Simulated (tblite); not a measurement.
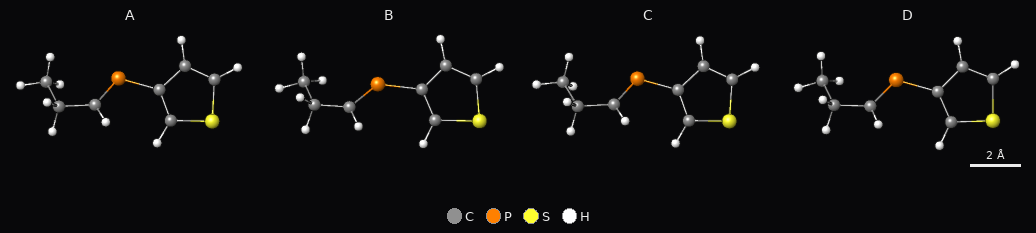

4 geometries from one relaxation of C7H9PS, in shuffled order. Style: ball-and-stick. Shown at a tilt.

The calculation used GFN2-xTB geometry optimisation, gas phase in tblite. 

Put them in the order of the run, from the start to the converged end.

Answer. B, D, A, C. They are steps 0, 11, 28, 81, at +27.2 kcal/mol, +2.79 kcal/mol, +0.55 kcal/mol relative to the last. The energy falls by 27.2 kcal/mol in 81 geometry steps. The largest move after the best rigid fit is that of an H atom, 0.46 Å. Largest moves by element: H 0.46 Å, S 0.41 Å, P 0.41 Å, C 0.30 Å. Among the contacts that change: C–S 1.842 → 1.717 Å, C–C 1.375 → 1.424 Å, C–C 1.450 → 1.491 Å, C–H 1.126 → 1.088 Å. Among the angles between lasting bonds that change: C–P–C 123.0° → 100.7°, C–S–C 83.1° → 91.0°, S–C–H 111.3° → 119.2°. Groups turn about C–C by about 25°. The run took 0.55 s on 1 thread of Intel(R) Xeon(R) 6975P-C, with other jobs on the host.
